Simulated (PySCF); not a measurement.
Molecule: Ge(Cl)2, SMILES [Cl][Ge][Cl] (Cl2Ge), singlet. Atoms near the plane z = 0.0 Å, at the PBE0/def2-SVP optimised geometry (x, y, z in Å): Ge1 (-0.9, -1.1, 0.0), Cl2 (1.3, -1.1, 0.0), Cl3 (-1.3, 1.1, 0.0).

Computed with PySCF 2.14.0 with PBE0/def2-TZVP. Cells within 0.4 Å of a nucleus heavier than hydrogen are left out (blank, or x). The values are rescaled to run from 0 to 1.

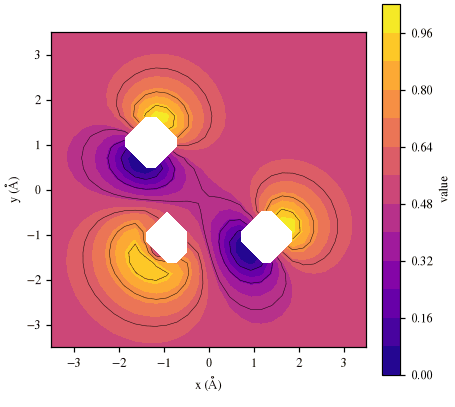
*a field on the plane z = 0.0 Å.*

Q: Which quantity is mapped?
A. electron localisation function
B. Laplacian of the electron density
C. log10 of the electron density
D. an orbital amplitude

A: D, an orbital amplitude. In full: HOMO amplitude (bohr^(-3/2)).
